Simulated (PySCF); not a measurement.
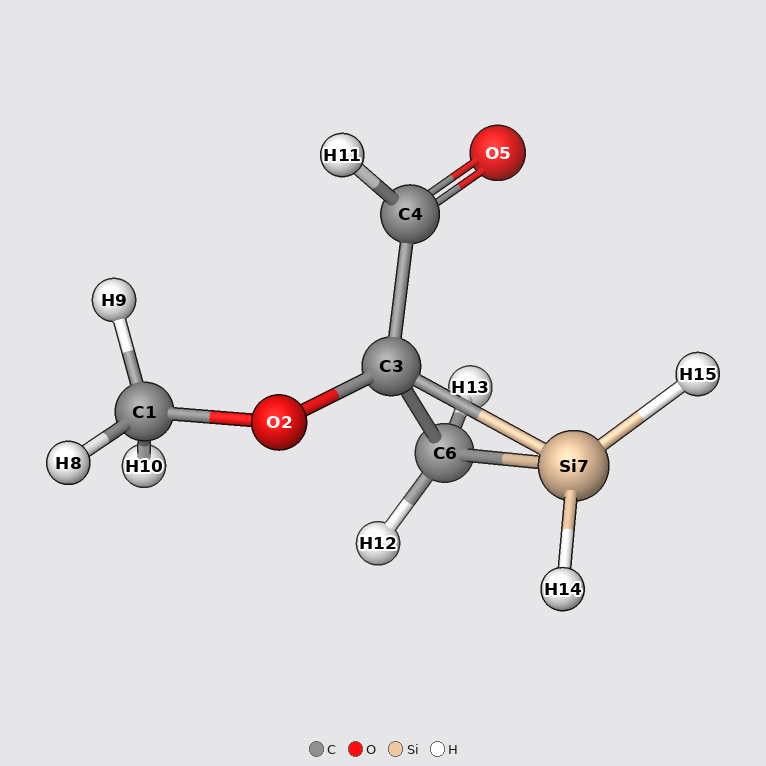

The geometry was computed by an optimisation with GFN2-xTB. No frequency run is at hand to confirm it as a minimum. Electric field gradients from the ground-state density, PBE0/pcSseg-1 (PySCF 2.14.0), non-relativistic apart from any core potentials.

Give the largest field-gradient component, the quadrupole coupling constant and the asymmetry for 17O at O2 (Q = −25.6 mb), 17O at O5 (Q = −25.6 mb).

| atom | V_zz (a.u.) | e²qQ/h (MHz) | η |
| --- | --- | --- | --- |
| O2 | 2.059 | −12.38 | 0.94 |
| O5 | −1.861 | 11.19 | 0.29 |

The geometry is semi-empirical. Around Si such bond lengths and angles can be off by a tenth of an ångström or more and by several degrees, and values that hang on the shape move with them.
